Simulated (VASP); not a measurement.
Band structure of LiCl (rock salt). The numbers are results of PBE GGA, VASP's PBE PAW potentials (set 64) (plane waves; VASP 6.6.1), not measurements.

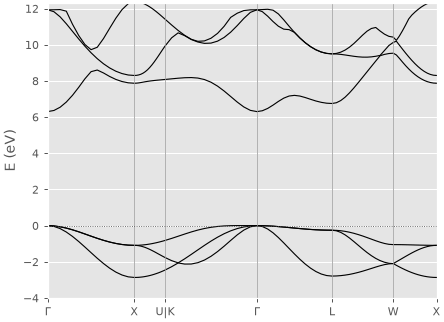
Fig. 1. Bands along high-symmetry lines, zero at the valence-band maximum or, without a gap, the Fermi level

Q: Read the plot: is there a gap, and where are the band edges?

A: The gap is indirect, 6.30 eV, from the valence maximum at K-Γ at 0.79 to the conduction minimum at Γ. (Edges off the drawn lines would not show.)

Measured: gap 9.40 eV (computed value off by -3.10 eV), as given by Wei Chen et al., Physical Review Materials (2018), doi:10.1103/physrevmaterials.2.073803.

The compound is LiCl in the rock salt structure. The cell was not relaxed at this level.
